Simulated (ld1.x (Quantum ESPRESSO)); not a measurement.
**Run report: Se, pseudopotential generation (part 2 of 2)**

The same run, continued: selenium (Se, Z = 34), core [Ar], reference valence 3d10 4s2 4p4, valence charge 16. Method: RRKJ potential, PBEsol, scalar-relativistic, made with ld1.x (Quantum ESPRESSO) 7.5.

**Output of the test run (extracts), continued**
```
     ---------------------- Testing the pseudopotential ----------------------

     Se
     scalar relativistic calculation

     atomic number is 34.00   valence charge is 16.00
     dft =PBESOL   lsd =0 sic =0 latt =0  beta=0.20 tr2=1.0E-14
     mesh =1211 r(mesh) =  99.34906 xmin = -7.00 dx = 0.01250

     n l     nl             e AE (Ry)        e PS (Ry)    De AE-PS (Ry)
     3 2     3D   1(10.00)       -3.70330       -3.70418        0.00088
     1 0     4S   1( 2.00)       -1.08238       -1.08245        0.00007
     2 1     4P   1( 4.30)       -0.30363       -0.30366        0.00003

     eps = 3.2E-15  iter = 26

     Etot =   -4856.723386 Ry,   -2428.361693 Ha,  -66079.087967 eV
     Etotps =  -336.605021 Ry,    -168.302511 Ha,   -4579.744623 eV
     dEtot_ae =      -0.117008 Ry
     dEtot_ps =      -0.117030 Ry,   Delta E=       0.000023 Ry

     Ekin =     326.807150 Ry,     163.403575 Ha,    4446.437796 eV
     Encl =    -425.852621 Ry,    -212.926310 Ha,   -5794.020073 eV
     Ehrt =     226.096900 Ry,     113.048450 Ha,    3076.205037 eV
     Ecxc =    -114.231465 Ry,     -57.115732 Ha,   -1554.198255 eV
     (Ecc =     -74.951182 Ry,     -37.475591 Ha,   -1019.762783 eV)
     Epseu=    -349.424986 Ry,    -174.712493 Ha,   -4754.169128 eV

     ---------------------- End of pseudopotential test ----------------------

     ---------------------- Testing the pseudopotential ----------------------

     Se
     scalar relativistic calculation

     atomic number is 34.00   valence charge is 16.00
     dft =PBESOL   lsd =0 sic =0 latt =0  beta=0.20 tr2=1.0E-14
     mesh =1211 r(mesh) =  99.34906 xmin = -7.00 dx = 0.01250

     n l     nl             e AE (Ry)        e PS (Ry)    De AE-PS (Ry)
     3 2     3D   1( 9.00)       -4.75091       -4.94597        0.19506  !
     1 0     4S   1( 2.00)       -1.43493       -1.43242       -0.00251
     2 1     4P   1( 5.00)       -0.57243       -0.56867       -0.00376

     eps = 4.9E-15  iter = 21

     Etot =   -4852.808566 Ry,   -2426.404283 Ha,  -66025.824135 eV
     Etotps =  -332.590832 Ry,    -166.295416 Ha,   -4525.128791 eV
     dEtot_ae =       3.797812 Ry
     dEtot_ps =       3.897159 Ry,   Delta E=      -0.099348 Ry

     Ekin =     306.678532 Ry,     153.339266 Ha,    4172.573988 eV
     Encl =    -414.364095 Ry,    -207.182048 Ha,   -5637.710722 eV
     Ehrt =     212.145393 Ry,     106.072697 Ha,    2886.385115 eV
     Ecxc =    -112.276327 Ry,     -56.138163 Ha,   -1527.597245 eV
     (Ecc =     -74.951182 Ry,     -37.475591 Ha,   -1019.762783 eV)
     Epseu=    -324.774334 Ry,    -162.387167 Ha,   -4418.779928 eV

     ---------------------- End of pseudopotential test ----------------------

     ---------------------- Testing the pseudopotential ----------------------

     Se
     scalar relativistic calculation

     atomic number is 34.00   valence charge is 16.00
     dft =PBESOL   lsd =0 sic =0 latt =0  beta=0.20 tr2=1.0E-14
     mesh =1211 r(mesh) =  99.34906 xmin = -7.00 dx = 0.01250

     n l     nl             e AE (Ry)        e PS (Ry)    De AE-PS (Ry)
     3 2     3D   1(10.00)       -7.66741       -7.63679       -0.03062  !
     1 0     4S   1( 2.00)       -4.53837       -4.53957        0.00120
     2 1     4P   1( 0.00)       -3.53334       -3.53657        0.00324

     eps = 5.1E-16  iter = 12

     Etot =   -4848.938396 Ry,   -2424.469198 Ha,  -65973.167787 eV
     Etotps =  -328.817279 Ry,    -164.408640 Ha,   -4473.786998 eV
     dEtot_ae =       7.667982 Ry
     dEtot_ps =       7.670712 Ry,   Delta E=      -0.002730 Ry

     Ekin =     324.674124 Ry,     162.337062 Ha,    4417.416490 eV
     Encl =    -363.270054 Ry,    -181.635027 Ha,   -4942.540876 eV
     Ehrt =     172.484508 Ry,      86.242254 Ha,    2346.771284 eV
     Ecxc =    -111.407155 Ry,     -55.703578 Ha,   -1515.771566 eV
     (Ecc =     -74.951182 Ry,     -37.475591 Ha,   -1019.762783 eV)
     Epseu=    -351.298702 Ry,    -175.649351 Ha,   -4779.662330 eV

     ---------------------- End of pseudopotential test ----------------------

     ---------------------- Testing the pseudopotential ----------------------

     Se
     scalar relativistic calculation

     atomic number is 34.00   valence charge is 16.00
     dft =PBESOL   lsd =0 sic =0 latt =0  beta=0.20 tr2=1.0E-14
     mesh =1211 r(mesh) =  99.34906 xmin = -7.00 dx = 0.01250

     n l     nl             e AE (Ry)        e PS (Ry)    De AE-PS (Ry)
     3 2     3D   1(10.00)       -4.02104       -4.02318        0.00215
     1 0     4S   1( 1.00)       -1.33172       -1.33186        0.00014
     2 1     4P   1( 5.00)       -0.52374       -0.52360       -0.00013

     eps = 9.4E-15  iter = 23

     Etot =   -4855.806121 Ry,   -2427.903061 Ha,  -66066.607952 eV
     Etotps =  -335.687533 Ry,    -167.843767 Ha,   -4567.261561 eV
     dEtot_ae =       0.800257 Ry
     dEtot_ps =       0.800458 Ry,   Delta E=      -0.000201 Ry

     Ekin =     327.630518 Ry,     163.815259 Ha,    4457.640283 eV
     Encl =    -420.919738 Ry,    -210.459869 Ha,   -5726.904780 eV
     Ehrt =     221.433608 Ry,     110.716804 Ha,    3012.757715 eV
     Ecxc =    -113.975220 Ry,     -56.987610 Ha,   -1550.711869 eV
     (Ecc =     -74.951182 Ry,     -37.475591 Ha,   -1019.762783 eV)
     Epseu=    -349.856701 Ry,    -174.928350 Ha,   -4760.042909 eV

     ---------------------- End of pseudopotential test ----------------------
```

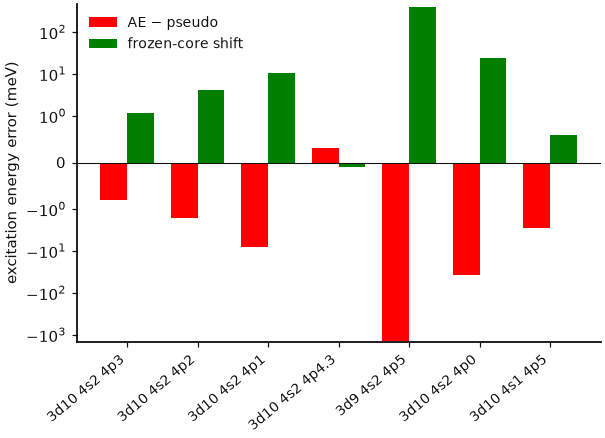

Figure 1. Errors, all-electron minus pseudo, of the energies of valence configurations relative to the unpolarised reference 3d10 4s2 4p4. The frozen-core shift is the all-electron excitation energy with the core held at its reference shape less the relaxed one.

- Worst configuration: 3d9 4s2 4p5 (neutral): the error is -1352 meV on an all-electron energy of +51.67 eV relative to the reference, or 2.6 %.
- Configurations within 10 meV and within 50 meV: 5 and 6 of 7.

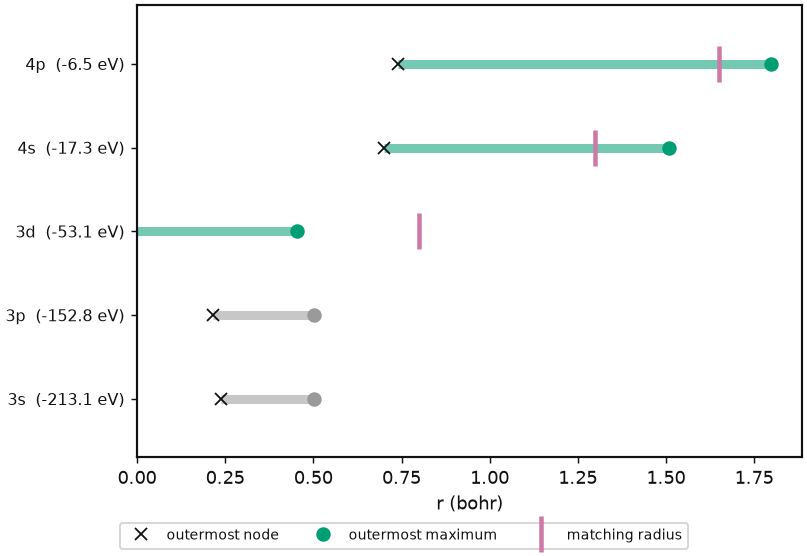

Figure 2. Outer shells of the all-electron reference atom: each bar runs from the outermost node (or the nucleus) to the outermost maximum of u(r); the tick is the radius chosen for the pseudo-wave. Shells without a tick have no pseudo-wave of their own. Levels, nodes and maxima are from ld1.x, scalar-relativistic.

- Radii against the shells: 3d: 0.80 bohr, outside the maximum; 4s: 1.30 bohr, between node and maximum; 4p: 1.65 bohr, between node and maximum.

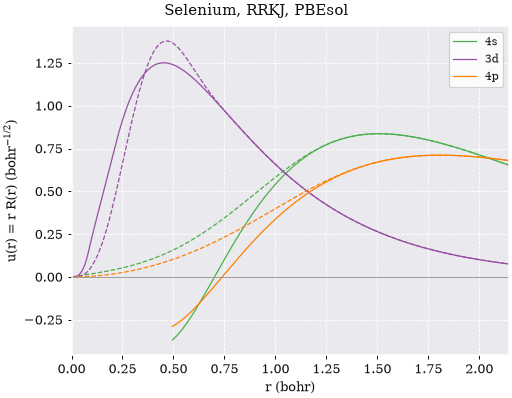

Figure 3. All-electron valence functions (solid) with their pseudo partners (dashed). The innermost oscillations of some all-electron curves aren't drawn. Reference configuration 3d10 4s2 4p4.

- Matching radii: 4s at 1.30 bohr; 3d at 0.80 bohr; 4p at 1.65 bohr. The curves merge smoothly, so the plot gives these only roughly.
- Nodes of the pseudo-waves: 4s has no node; 3d has no node; 4p has no node.

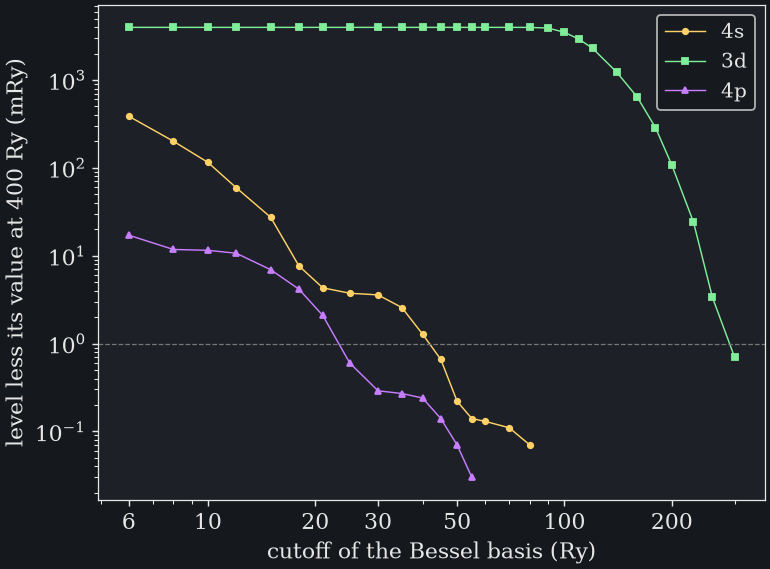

Figure 4. The pseudo-atom Hamiltonian at the reference potential is diagonalised in spherical Bessel functions (20 bohr box) up to the cutoff. Curves: distance of each valence level from its value at 400 Ry.

- Cutoffs from which each level stays within 1 mRy: 4s: 45 Ry; 3d: 300 Ry; 4p: 25 Ry.
- Hardest occupied shell: 3d: its level needs 300 Ry to come within 1 mRy, against 45 Ry for 4s.
- Cutoffs for 10 and 1 mRy in the occupation-weighted sum of levels: 300 Ry and over 300 Ry, on the ladder of cutoffs that was run.

Outcome of the run: generated; ld1.x warns of wrong node counts.
